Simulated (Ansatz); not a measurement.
# Run report: BSiN$_{2}$H$_{6}$F, geometry relaxation (part 1 of 3)

System: BSiN$_{2}$H$_{6}$F.
Method: RKS PBE0/def2-SVP (Ansatz 0.2.0).

The run did not end well. It belongs to a series of runs on one base structure; here: end point A relaxed.

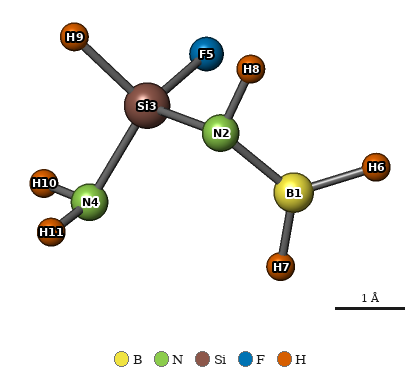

Figure 1. The input geometry (ball-and-stick view, seen at a tilt; atoms are numbered from 1 in the order of the input).

## Input
```yaml
crystal:
  periodic: [false, false, false]
  atoms:
    - { symbol: B, position_ang: [-0.6036, 0.8723, -1.4498] }
    - { symbol: "N", position_ang: [0.7029, 0.4807, -0.9277] }
    - { symbol: Si, position_ang: [0.4539, -0.0675, 0.751] }
    - { symbol: "N", position_ang: [-0.4692, -1.5219, 0.7946] }
    - { symbol: F, position_ang: [-0.2301, 1.1439, 1.6651] }
    - { symbol: H, position_ang: [-0.8365, 2.0562, -1.7821] }
    - { symbol: H, position_ang: [-1.4847, 0.123, -1.6147] }
    - { symbol: H, position_ang: [1.3495, 1.352, -0.8961] }
    - { symbol: H, position_ang: [1.805, -0.3742, 1.3823] }
    - { symbol: H, position_ang: [-0.5768, -1.8513, 1.8152] }
    - { symbol: H, position_ang: [-0.045, -2.2702, 0.283] }
basis:
  gaussian: { orbitals: def2-SVP }
hamiltonian:
  xc: pbe0
relax:
  f_tol: 0.015
  max_steps: 40
output:
  orbitals: {}
```

Run as:
```bash
ansatz run input.yaml --threads 2 --pin off --max-ram 3072MiB --backend cpu --events-out ev --progress --plain --runs-dir out
```

## Log
```
The last accepted step is kept in [file] (removed where the run ends without a failure and the disk answers)
Engine: ansatz 0.2.0, x86_64-unknown-linux-gnu
Functional definition: PBE0
  parameter a = 0.25
  parameter kappa = 0.804
  parameter beta = 0.06672455060314922
  exchange = (1 - a)*pbe_x(kappa = kappa, mu = beta*pi^2/3) + a*exact_x
  correlation = pbe_c(beta = beta)
1119 factors; integrals over basis functions are off by at most 3.1e-4 eV
mean field evaluation 1: about -14325.2959 eV, gradient 6.6e1 eV
mean field evaluation 2: about -14316.8362 eV, gradient 8.9e1 eV
mean field evaluation 4: about -14333.6418 eV, gradient 4.5e0 eV
mean field evaluation 8: about -14333.7051 eV, gradient 5.1e-2 eV
mean field -14333.70508242 eV, -526.7539460447 hartree, gradient 3.8e-5 eV, S^2 0.000000; 0 other end points of the search recorded, 0 dependent functions left out
the calculation of the forces begins
reference -14333.70511040 eV, -526.7539470730 hartree; 24, 24 occupied and 80, 80 virtual orbitals, 1119 factors
relax step   1: F+E_penalty+E_count = -14333.70508242 eV  Δ(F+E_penalty+E_count) = +0.000e0 eV  max|allowed force component| = 2.636e0 eV/Å  Δτ_max = 0.0000 Å  (25 SCF iters, accepted)
these checks for a lower state are left out or cut short: starts, cluster_reference, orbital_swaps, neighbouring_geometries, increment
1119 factors; integrals over basis functions are off by at most 3.1e-4 eV
mean field evaluation 16: about -14333.8780 eV, gradient 9.4e0 eV
mean field -14334.24720128 eV, -526.7738685453 hartree, gradient 9.2e-6 eV, S^2 0.000000; 0 other end points of the search recorded, 0 dependent functions left out
[... from here on the field's lines of each further geometry are left out, up to the last ...]
relax step   2: F+E_penalty+E_count = -14334.24720128 eV  Δ(F+E_penalty+E_count) = -5.421e-1 eV  max|allowed force component| = 1.020e0 eV/Å  Δτ_max = 0.1947 Å  (28 SCF iters, accepted)
relax step   3: F+E_penalty+E_count = -14334.41383186 eV  Δ(F+E_penalty+E_count) = -1.666e-1 eV  max|allowed force component| = 8.983e-1 eV/Å  Δτ_max = 0.1954 Å  (30 SCF iters, accepted)
relax step   4: F+E_penalty+E_count = -14334.59567710 eV  Δ(F+E_penalty+E_count) = -1.818e-1 eV  max|allowed force component| = 3.137e-1 eV/Å  Δτ_max = 0.1998 Å  (29 SCF iters, accepted)
relax step   5: F+E_penalty+E_count = -14334.66056745 eV  Δ(F+E_penalty+E_count) = -6.489e-2 eV  max|allowed force component| = 1.370e-1 eV/Å  Δτ_max = 0.1997 Å  (29 SCF iters, accepted)
relax step   6: F+E_penalty+E_count = -14334.68211776 eV  Δ(F+E_penalty+E_count) = -2.155e-2 eV  max|allowed force component| = 3.298e-1 eV/Å  Δτ_max = 0.2000 Å  (29 SCF iters, accepted)
relax step   7: F+E_penalty+E_count = -14334.60779111 eV  Δ(F+E_penalty+E_count) = +7.433e-2 eV  max|allowed force component| = 7.154e-1 eV/Å  Δτ_max = 0.1999 Å  (28 SCF iters, rejected (line search))
relax step   8: F+E_penalty+E_count = -14334.69256593 eV  Δ(F+E_penalty+E_count) = -1.045e-2 eV  max|allowed force component| = 7.067e-2 eV/Å  Δτ_max = 0.0999 Å  (30 SCF iters, accepted)
relax step   9: F+E_penalty+E_count = -14334.69466971 eV  Δ(F+E_penalty+E_count) = -2.104e-3 eV  max|allowed force component| = 8.693e-2 eV/Å  Δτ_max = 0.1000 Å  (28 SCF iters, accepted)
relax step  10: F+E_penalty+E_count = -14334.69519818 eV  Δ(F+E_penalty+E_count) = -5.285e-4 eV  max|allowed force component| = 2.759e-1 eV/Å  Δτ_max = 0.0167 Å  (30 SCF iters, accepted)
relax step  11: F+E_penalty+E_count = -14334.69591386 eV  Δ(F+E_penalty+E_count) = -7.157e-4 eV  max|allowed force component| = 1.514e-1 eV/Å  Δτ_max = 0.0353 Å  (30 SCF iters, accepted)
relax step  12: F+E_penalty+E_count = -14334.69702654 eV  Δ(F+E_penalty+E_count) = -1.113e-3 eV  max|allowed force component| = 7.368e-2 eV/Å  Δτ_max = 0.0684 Å  (29 SCF iters, accepted)
relax step  13: F+E_penalty+E_count = -14334.69694991 eV  Δ(F+E_penalty+E_count) = +7.663e-5 eV  max|allowed force component| = 2.834e-1 eV/Å  Δτ_max = 0.0868 Å  (30 SCF iters, rejected (line search))
relax step  14: F+E_penalty+E_count = -14334.69542792 eV  Δ(F+E_penalty+E_count) = +1.599e-3 eV  max|allowed force component| = 1.101e-1 eV/Å  Δτ_max = 0.0434 Å  (29 SCF iters, rejected (line search))
relax step  15: F+E_penalty+E_count = -14334.69795394 eV  Δ(F+E_penalty+E_count) = -9.274e-4 eV  max|allowed force component| = 2.840e-2 eV/Å  Δτ_max = 0.0213 Å  (29 SCF iters, accepted)
relax step  16: F+E_penalty+E_count = -14334.69945267 eV  Δ(F+E_penalty+E_count) = -1.499e-3 eV  max|allowed force component| = 6.492e-2 eV/Å  Δτ_max = 0.1000 Å  (29 SCF iters, accepted)
relax step  17: F+E_penalty+E_count = -14334.69910976 eV  Δ(F+E_penalty+E_count) = +3.429e-4 eV  max|allowed force component| = 2.317e-1 eV/Å  Δτ_max = 0.0426 Å  (30 SCF iters, rejected (line search))
relax step  18: F+E_penalty+E_count = -14334.70045398 eV  Δ(F+E_penalty+E_count) = -1.001e-3 eV  max|allowed force component| = 4.732e-2 eV/Å  Δτ_max = 0.0208 Å  (30 SCF iters, accepted)
relax step  19: F+E_penalty+E_count = -14334.70224229 eV  Δ(F+E_penalty+E_count) = -1.788e-3 eV  max|allowed force component| = 4.410e-2 eV/Å  Δτ_max = 0.0750 Å  (29 SCF iters, accepted)
relax step  20: F+E_penalty+E_count = -14334.70264316 eV  Δ(F+E_penalty+E_count) = -4.009e-4 eV  max|allowed force component| = 3.792e-1 eV/Å  Δτ_max = 0.1097 Å  (30 SCF iters, accepted)
relax step  21: F+E_penalty+E_count = -14334.70531513 eV  Δ(F+E_penalty+E_count) = -2.672e-3 eV  max|allowed force component| = 2.433e-1 eV/Å  Δτ_max = 0.1688 Å  (27 SCF iters, accepted)
relax step  22: F+E_penalty+E_count = -14334.70898934 eV  Δ(F+E_penalty+E_count) = -3.674e-3 eV  max|allowed force component| = 9.170e-2 eV/Å  Δτ_max = 0.0604 Å  (31 SCF iters, accepted)
relax step  23: F+E_penalty+E_count = -14334.71021812 eV  Δ(F+E_penalty+E_count) = -1.229e-3 eV  max|allowed force component| = 2.259e-1 eV/Å  Δτ_max = 0.1130 Å  (29 SCF iters, accepted)
relax step  24: F+E_penalty+E_count = -14334.71020124 eV  Δ(F+E_penalty+E_count) = +1.689e-5 eV  max|allowed force component| = 1.376e-1 eV/Å  Δτ_max = 0.0404 Å  (29 SCF iters, rejected (line search))
relax step  25: F+E_penalty+E_count = -14334.71166187 eV  Δ(F+E_penalty+E_count) = -1.444e-3 eV  max|allowed force component| = 4.212e-2 eV/Å  Δτ_max = 0.0192 Å  (30 SCF iters, accepted)
relax step  26: F+E_penalty+E_count = -14334.71375216 eV  Δ(F+E_penalty+E_count) = -2.090e-3 eV  max|allowed force component| = 4.019e-2 eV/Å  Δτ_max = 0.1000 Å  (28 SCF iters, accepted)
relax step  27: F+E_penalty+E_count = -14334.71181700 eV  Δ(F+E_penalty+E_count) = +1.935e-3 eV  max|allowed force component| = 3.760e-1 eV/Å  Δτ_max = 0.1467 Å  (28 SCF iters, rejected (line search))
relax step  28: F+E_penalty+E_count = -14334.71645497 eV  Δ(F+E_penalty+E_count) = -2.703e-3 eV  max|allowed force component| = 3.141e-2 eV/Å  Δτ_max = 0.0733 Å  (30 SCF iters, accepted)
relax step  29: F+E_penalty+E_count = -14334.71899453 eV  Δ(F+E_penalty+E_count) = -2.540e-3 eV  max|allowed force component| = 1.023e-1 eV/Å  Δτ_max = 0.0732 Å  (29 SCF iters, accepted)
relax step  30: F+E_penalty+E_count = -14334.72065428 eV  Δ(F+E_penalty+E_count) = -1.660e-3 eV  max|allowed force component| = 2.006e-1 eV/Å  Δτ_max = 0.1073 Å  (30 SCF iters, accepted)
relax step  31: F+E_penalty+E_count = -14334.67910302 eV  Δ(F+E_penalty+E_count) = +4.155e-2 eV  max|allowed force component| = 6.358e-1 eV/Å  Δτ_max = 0.1650 Å  (29 SCF iters, rejected (line search))
relax step  32: F+E_penalty+E_count = -14334.72876387 eV  Δ(F+E_penalty+E_count) = -8.110e-3 eV  max|allowed force component| = 9.339e-2 eV/Å  Δτ_max = 0.0825 Å  (30 SCF iters, accepted)
relax step  33: F+E_penalty+E_count = -14334.73391642 eV  Δ(F+E_penalty+E_count) = -5.153e-3 eV  max|allowed force component| = 6.305e-2 eV/Å  Δτ_max = 0.0822 Å  (29 SCF iters, accepted)
relax step  34: F+E_penalty+E_count = -14334.74024624 eV  Δ(F+E_penalty+E_count) = -6.330e-3 eV  max|allowed force component| = 1.812e-1 eV/Å  Δτ_max = 0.1234 Å  (28 SCF iters, accepted)
relax step  35: F+E_penalty+E_count = -14334.73948477 eV  Δ(F+E_penalty+E_count) = +7.615e-4 eV  max|allowed force component| = 4.509e-1 eV/Å  Δτ_max = 0.1651 Å  (28 SCF iters, rejected (line search))
relax step  36: F+E_penalty+E_count = -14334.74550933 eV  Δ(F+E_penalty+E_count) = -5.263e-3 eV  max|allowed force component| = 9.890e-2 eV/Å  Δτ_max = 0.0825 Å  (29 SCF iters, accepted)
relax step  37: F+E_penalty+E_count = -14334.75102152 eV  Δ(F+E_penalty+E_count) = -5.512e-3 eV  max|allowed force component| = 5.458e-2 eV/Å  Δτ_max = 0.0947 Å  (28 SCF iters, accepted)
relax step  38: F+E_penalty+E_count = -14334.75443287 eV  Δ(F+E_penalty+E_count) = -3.411e-3 eV  max|allowed force component| = 2.046e-1 eV/Å  Δτ_max = 0.1389 Å  (28 SCF iters, accepted)
the calculation of the forces begins
reference -14334.75620754 eV, -526.7925741805 hartree; 24, 24 occupied and 80, 80 virtual orbitals, 1119 factors
relax step  39: F+E_penalty+E_count = -14334.75617973 eV  Δ(F+E_penalty+E_count) = -1.747e-3 eV  max|allowed force component| = 1.181e-1 eV/Å  Δτ_max = 0.0415 Å  (31 SCF iters, accepted)
these checks for a lower state are left out or cut short: starts, cluster_reference, orbital_swaps, neighbouring_geometries, increment
1119 factors; integrals over basis functions are off by at most 6.8e-4 eV
mean field evaluation 288: about -14334.7585 eV, gradient 8.2e-6 eV
mean field -14334.75853751 eV, -526.7926598053 hartree, gradient 8.2e-6 eV, S^2 0.000000; 0 other end points of the search recorded, 0 dependent functions left out
the calculation of the forces begins
reference -14334.75856529 eV, -526.7926608261 hartree; 24, 24 occupied and 80, 80 virtual orbitals, 1119 factors
relax step  40: F+E_penalty+E_count = -14334.75853751 eV  Δ(F+E_penalty+E_count) = -2.358e-3 eV  max|allowed force component| = 6.811e-2 eV/Å  Δτ_max = 0.0799 Å  (29 SCF iters, accepted)
```

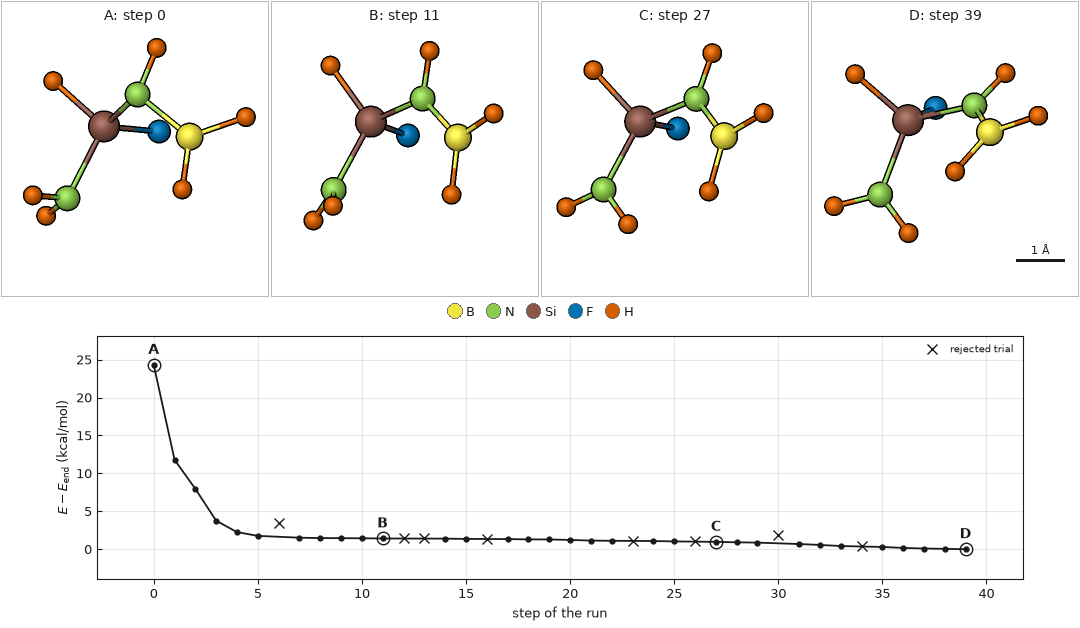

Figure 2. Frames of the relaxation (ball-and-stick view, seen at a tilt) above the curves, on which the letters mark them (the first geometry is step 0 here and step 1 in the log).

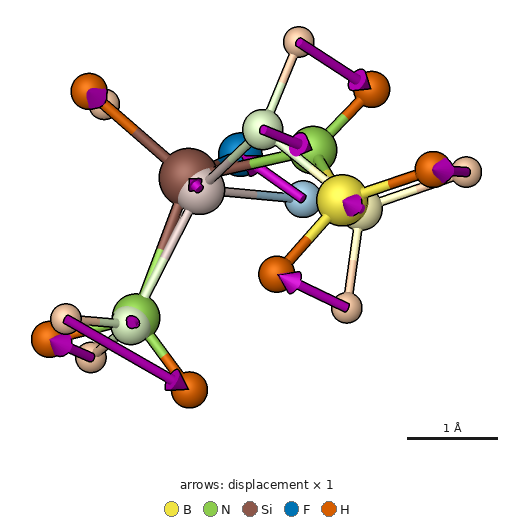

Figure 3. Start (faint) and end (solid) with the displacements as pink arrows, at true length (ball-and-stick view, seen at a tilt). The two geometries are laid on each other by the best rigid fit. The relaxation stopped without meeting its thresholds, so the last structure isn't shown to be converged. After 39 geometry steps the energy has fallen by 24.3 kcal/mol. The largest force component goes from 2.6 to 0.068 eV/Å. The line search rejected the trial steps at points 6, 12, 13, 16, 23, 26, 30, 34 (counted from 0) and went back. The largest move after the best rigid fit is that of H11, 1.74 Å. By element the largest moves are H 1.74 Å, F 0.95 Å, N 0.85 Å, B 0.35 Å, Si 0.21 Å. Distances before and after: N2–H8 1.085 → 1.017 Å, N4–H10 1.078 → 1.011 Å, B1–N2 1.460 → 1.404 Å, Si3–H9 1.523 → 1.479 Å. Among the angles that change: B1–N2–Si3 107.1° → 128.8°, Si3–N4–H10 109.6° → 121.8°, Si3–N4–H11 113.0° → 123.5°. (Atoms are counted from 1 in the order of the input.)
